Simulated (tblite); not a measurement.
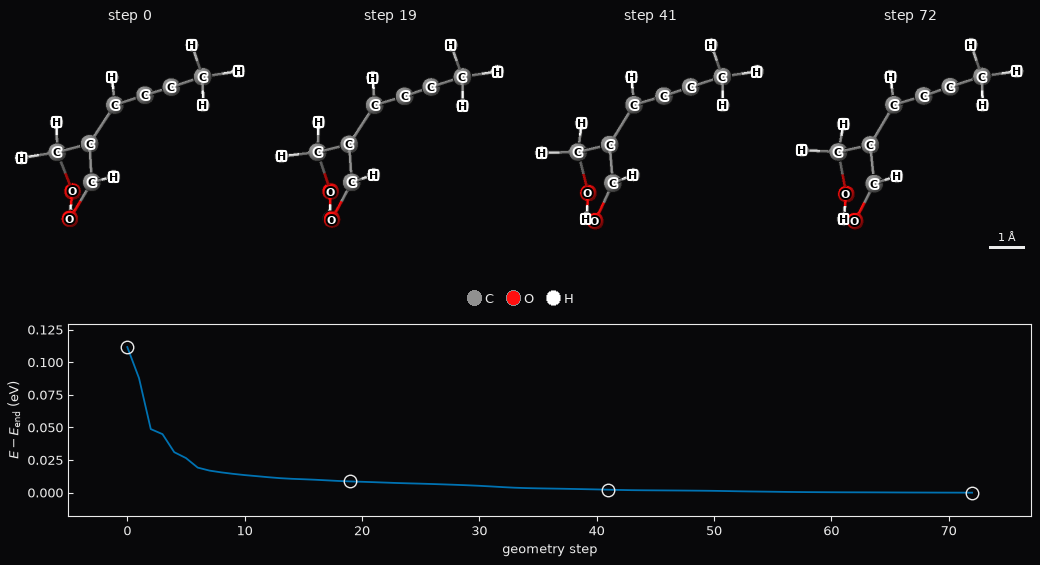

Frames of a relaxation of C₇H₈O₂, marked on the history of the run. Style: ball-and-stick. Shown from a free direction.

Level of theory: tblite 0.8.0, GFN2-xTB geometry optimisation, gas phase. 

### What happens along the run?

The energy falls by 0.112 eV in 72 geometry steps. The atom that moves furthest after the best rigid fit is an H atom (0.23 Å). Largest moves by element: H 0.23 Å, O 0.20 Å, C 0.10 Å. Some distances before and after: C–C 1.492 → 1.458 Å, C–O 1.235 → 1.212 Å, C–O 1.423 → 1.402 Å, C–C 1.334 → 1.350 Å. Bond angles that change, for instance: C–C–O 121.3° → 125.0°, C–C–H 117.4° → 114.1°, C–C–H 110.9° → 108.0°. Cost: 1 s on 1 thread of Intel(R) Xeon(R) Processor @ 2.70GHz, on a shared host. From step 0 to 19: an O atom moves most (0.07 Å), energy −0.103 eV. From step 19 to 41: O and H atoms move most (0.12 Å), energy −0.006 eV. From step 41 to 72: an H atom moves most (0.12 Å), energy −0.002 eV.

| step | E − E(0), eV |
| --- | --- |
| 0 | 0.0000 |
| 1 | -0.0239 |
| 2 | -0.0629 |
| 3 | -0.0668 |
| 4 | -0.0806 |
| 5 | -0.0851 |
| 6 | -0.0925 |
| 7 | -0.0947 |
| 8 | -0.0961 |
| 9 | -0.0972 |
| 10 | -0.0982 |
| 13 | -0.1005 |
| 17 | -0.1022 |
| 20 | -0.1033 |
| 23 | -0.1043 |
| 26 | -0.1051 |
| 30 | -0.1064 |
| 33 | -0.1079 |
| 36 | -0.1085 |
| 39 | -0.1090 |
| 43 | -0.1098 |
| 46 | -0.1100 |
| 49 | -0.1102 |
| 52 | -0.1106 |
| 56 | -0.1111 |
| 59 | -0.1113 |
| 62 | -0.1114 |
| 65 | -0.1115 |
| 69 | -0.1116 |
| 72 | -0.1117 |
